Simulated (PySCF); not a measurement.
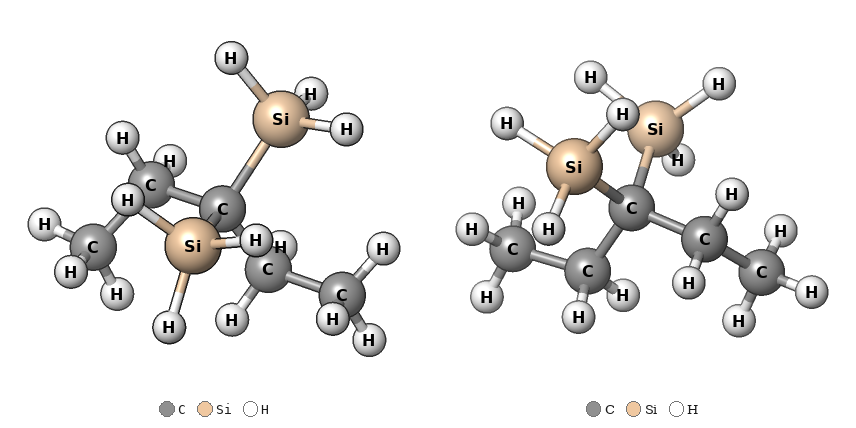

The same structure drawn twice, from different directions.

**What is the molecular formula?**

C5H16Si2, 23 atoms: 5 carbon, 16 hydrogen and 2 silicon.

**Which point group does it belong to?**

C1.

**Give a SMILES string for it.**

CCC([SiH3])([SiH3])CC

The parts below concern this one geometry. Atoms keep their numbers from picture to picture. The computed structure is the end point of a PBE0-D3(BJ)/def2-SVP optimisation. No frequency run is at hand to confirm it as a minimum.

**Dipole moment**

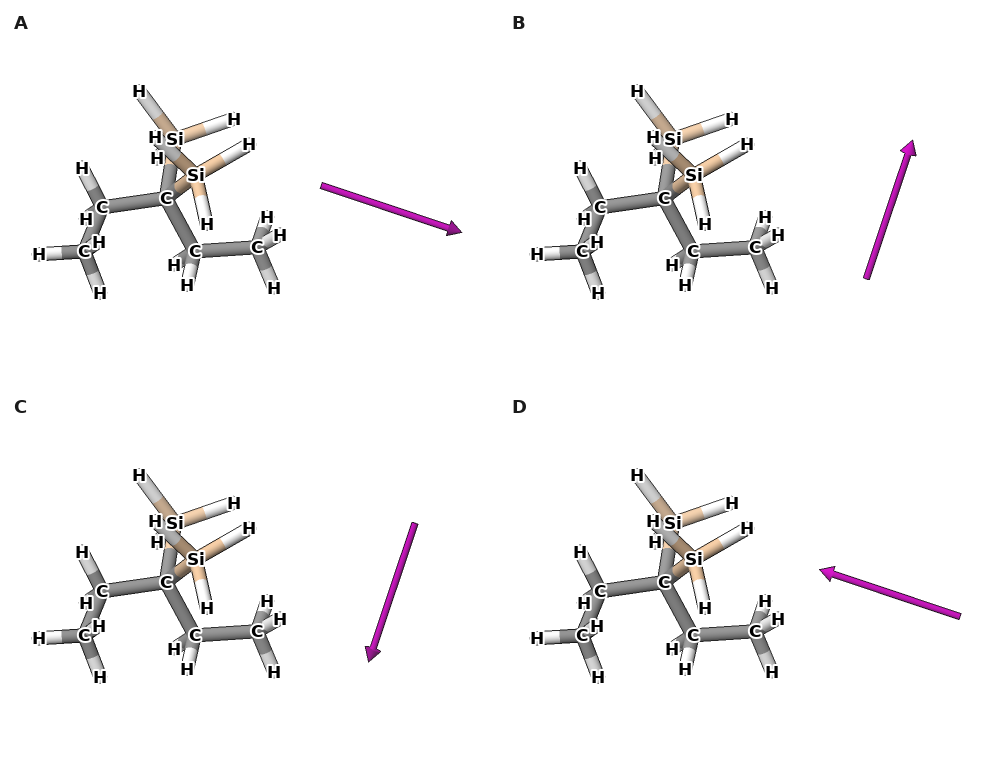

The same molecule four times, each with an arrow. No frequency run is at hand to confirm it as a minimum. Properties computed with PBE0/pcSseg-1, gas phase (PySCF 2.14.0).

**Which arrow points along the dipole moment, from the negative to the positive end?**

C. The dipole moment is 1.13 D.

**Levels of theory compared**

No frequency run is at hand to confirm it as a minimum. Program: PySCF 2.14.0.

Compare HOMO–LUMO gap (eV), HOMO energy (eV) at these levels: PBE0/pcSseg-1; PBE0/pcSseg-1 in acetonitrile (IEF-PCM); PBE0/pcSseg-1 in dimethylsulfoxide (IEF-PCM); ωB97X-D/def2-SVPD.

```json
{"level": "PBE0/pcSseg-1", "HOMO–LUMO gap (eV)": "8.46", "HOMO energy (eV)": "−7.82"}
{"level": "PBE0/pcSseg-1 in acetonitrile (IEF-PCM)", "HOMO–LUMO gap (eV)": "8.41", "HOMO energy (eV)": "−7.68"}
{"level": "PBE0/pcSseg-1 in dimethylsulfoxide (IEF-PCM)", "HOMO–LUMO gap (eV)": "8.41", "HOMO energy (eV)": "−7.68"}
{"level": "ωB97X-D/def2-SVPD", "HOMO–LUMO gap (eV)": "11.63", "HOMO energy (eV)": "−9.58"}
```

**Excitation**

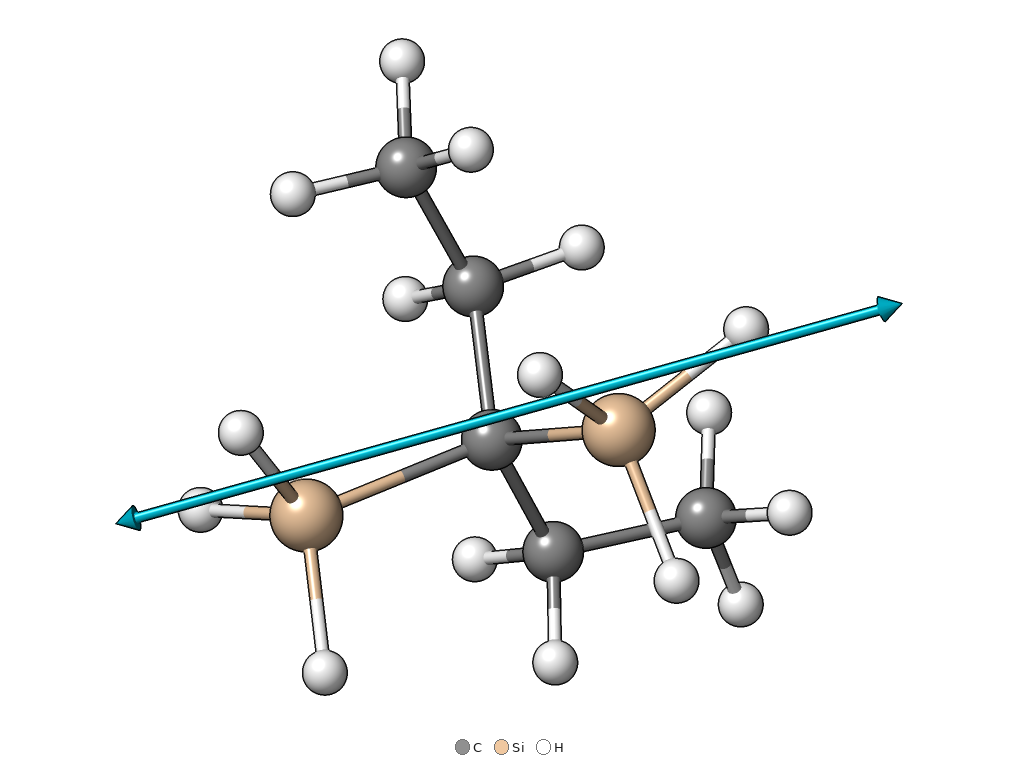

The double arrow shows the direction of the transition dipole to excited singlet state 3 (its length means nothing). No frequency run is at hand to confirm it as a minimum. Properties computed with TDDFT ωB97X-D/def2-SVPD, vertical, gas phase, core orbitals frozen in the response (PySCF 2.14.0).

**Where does the transition lie, and how strong is it?**

8.01 eV (155 nm), oscillator strength 0.14, of mixed character, with the largest part HOMO → LUMO (weight 0.23); transition dipole 2.15 D.

**Charges**

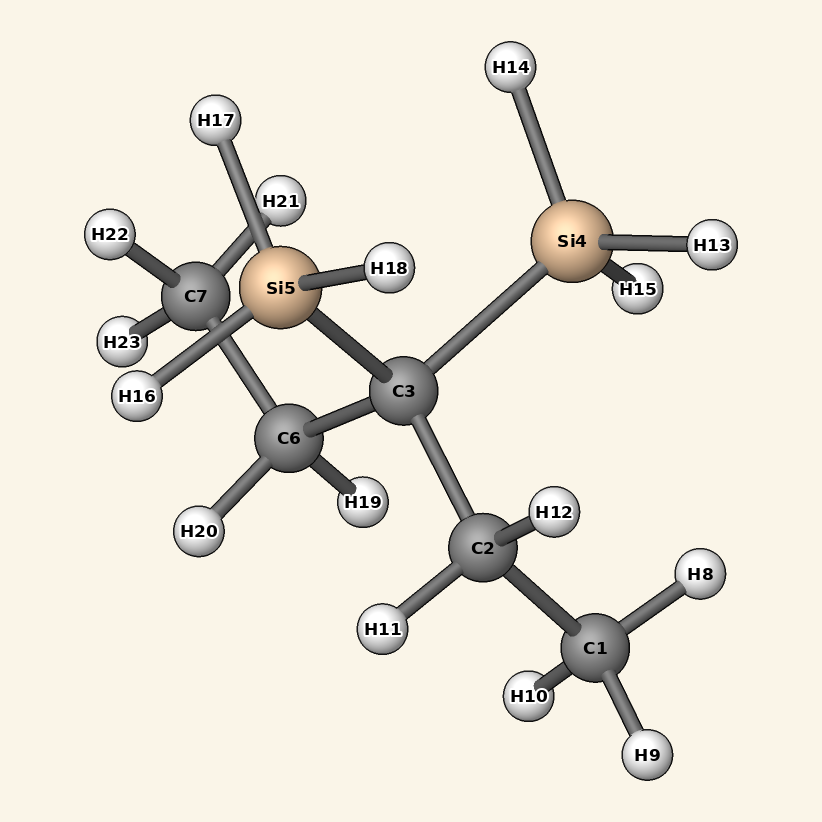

The questions are on Hirshfeld charges. No frequency run is at hand to confirm it as a minimum. Method: PBE0/pcSseg-1, gas phase (PySCF 2.14.0).

Give the Hirshfeld charges atom by atom.

```json
{"atom": "C1", "value (e)": "−0.11"}
{"atom": "C2", "value (e)": "−0.06"}
{"atom": "C3", "value (e)": "−0.14"}
{"atom": "Si4", "value (e)": "0.29"}
{"atom": "Si5", "value (e)": "0.29"}
{"atom": "C6", "value (e)": "−0.07"}
{"atom": "C7", "value (e)": "−0.11"}
{"atom": "H8", "value (e)": "0.04"}
{"atom": "H9", "value (e)": "0.04"}
{"atom": "H10", "value (e)": "0.04"}
{"atom": "H11", "value (e)": "0.03"}
{"atom": "H12", "value (e)": "0.03"}
{"atom": "H13", "value (e)": "−0.08"}
{"atom": "H14", "value (e)": "−0.08"}
{"atom": "H15", "value (e)": "−0.08"}
{"atom": "H16", "value (e)": "−0.08"}
{"atom": "H17", "value (e)": "−0.08"}
{"atom": "H18", "value (e)": "−0.08"}
{"atom": "H19", "value (e)": "0.03"}
{"atom": "H20", "value (e)": "0.03"}
{"atom": "H21", "value (e)": "0.04"}
{"atom": "H22", "value (e)": "0.04"}
{"atom": "H23", "value (e)": "0.04"}
```
